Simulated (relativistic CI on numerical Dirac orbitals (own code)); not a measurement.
# Sn⁵⁺: how the levels respond to the fine-structure constant and the nuclear radius

How sensitive are the low transitions of Sn⁵⁺ to a change of α? Wanted is q = dE/dx with x = (α/α0)² − 1, and the field-shift factor by the mean square nuclear radius, for the lowest 30 levels.

Program: relativistic CI on numerical Dirac orbitals (own code) version 3. Level of theory: Dirac-Coulomb-Breit CI, KLI orbitals optimised for each configuration, valence Slater integrals scaled by 0.85, P86 correlation energy added to each configuration, derivatives by finite differences. These are calculated values, not measurements, unless marked.

### Step 1. What is computed

* ion: Sn⁵⁺ (Sn VI)
* nuclear charge: 50
* electrons: 45
* isotope: A = 120
* first configuration: [Kr] 4d9

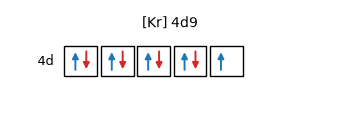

Occupation of the outer shells (arrows by Hund's rule).

### Step 2. Levels and derivatives

Settings, as recorded:

```ini
atom Sn  Z=50  charge=5  electrons=45
nucleus A=120  rms_radius_fm=4.6519
hamiltonian dirac-coulomb  breit=on  qed=off  c_scale=1
orbitals kli  potential=per-configuration
slater_scale 0.85
correlation p86
mixing on
configurations
  [Kr] 4d9
  [Kr] 4d8 5s
  [Kr] 4d8 4f
  [Kr] 4d8 5p
  [Ar] 3d10 4s2 4p5 4d10
  [Kr] 4d8 5d
  [Kr] 4d7 5s2
  [Kr] 4d8 5f
end
derivatives alpha2 +-0.01 radius +-1%
```

What does the calculation give? Wanted: lowest level; largest q in size, lowest 30 levels; largest K in size within the lowest configuration; largest field-shift factor among them.

The runs gave:

| quantity | value |
| --- | --- |
| lowest level | 4d9 2D5/2 |
| largest q in size, lowest 30 levels | -29290 cm⁻¹ (4d8 5s 4F9/2) |
| largest K in size within the lowest configuration | 1.96 (4d9 2D3/2) |
| largest field-shift factor among them | 20 GHz/fm² (4d8 5s 4P1/2) |

In words: Among these levels the largest q belongs to 4d8 5s 4F9/2, a change of configuration. The fine-structure partner 2D3/2 has K = 1.96, close to the 2 of an interval that scales as α². K = 2q/E, the relative sensitivity of a level, hangs on the computed energy: between configurations that lie close it can be off by a factor of several.
